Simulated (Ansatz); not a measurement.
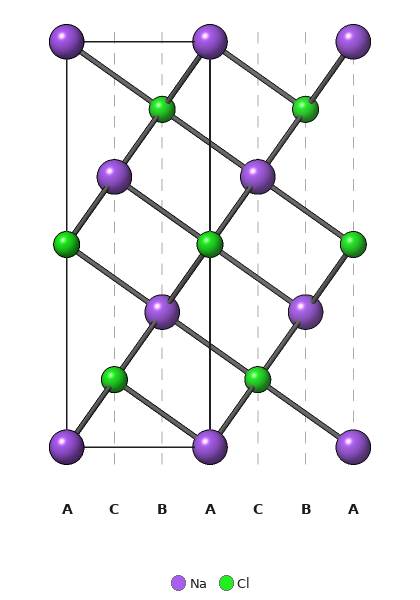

The picture looks along a close-packed row of the hexagonal mesh; [111] points upwards. The dashed lines mark the three columns A (0, 0), B (1/3, 2/3) and C (2/3, 1/3). The box is the hexagonal cell of the face-centred cubic lattice. The sequence starts with the first layer at or above the cell's origin.

NaCl (space group Fm-3m, No. 225): coordinates from a relaxation with Ansatz, DFT PBEsol, scalar-relativistic, plane waves, PAW.

Give the sequence of layers in one repeat, with element and column.

Answer. Na(A) – Cl(C) – Na(B) – Cl(A) – Na(C) – Cl(B) (six layers in 9.70 Å).

How are the Cl layers alone stacked?

Answer. Cl layers alone: CAB, the cubic close-packed type.

Which positions between or in the Cl layers do the other atoms fill?

Answer. Na: three octahedral sites, counted in one hexagonal cell.
